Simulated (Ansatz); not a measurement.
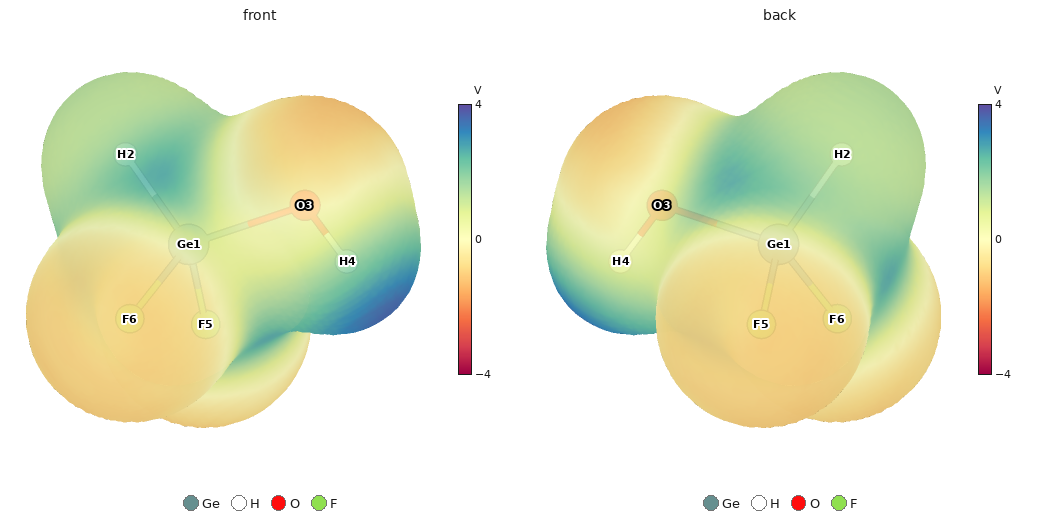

Figure 1: F₂GeH₂O. The electrostatic potential painted on the density surface at 0.004 e/bohr³, seen from the front and from behind; red is negative and blue positive.

The calculation used RKS PBE/def2-SVP in Ansatz 0.2.0.

The calculation's input:

```
crystal:
  periodic: [false, false, false]
  atoms:
    - { symbol: Ge, position_ang: [0.0, 0.0, 0.0] }
    - { symbol: H, position_ang: [0.0, 0.0, 1.55] }
    - { symbol: O, position_ang: [1.6691, 0.0, -0.5894] }
    - { symbol: H, position_ang: [1.9855, -0.9521, -0.7061] }
    - { symbol: F, position_ang: [-0.7913, 1.3709, -0.5594] }
    - { symbol: F, position_ang: [-0.7913, -1.3709, -0.5594] }
basis:
  gaussian: { orbitals: def2-SVP }
hamiltonian:
  xc: pbe
relax:
  f_tol: 0.02
  max_steps: 40
output:
  orbitals: {}
```

Launched as:

```sh
ansatz run input.yaml --threads 1 --pin off --max-ram 2048MiB --backend cpu --events-out ev --progress --plain --runs-dir out
```

The fields are those of the run's last geometry, not of the input's.

Where is the surface potential most negative and most positive?

The most negative region (about −1.2 V) lies over O3, the most positive (about +3.5 V) over H4. O3 is the likeliest acceptor of a hydrogen bond.
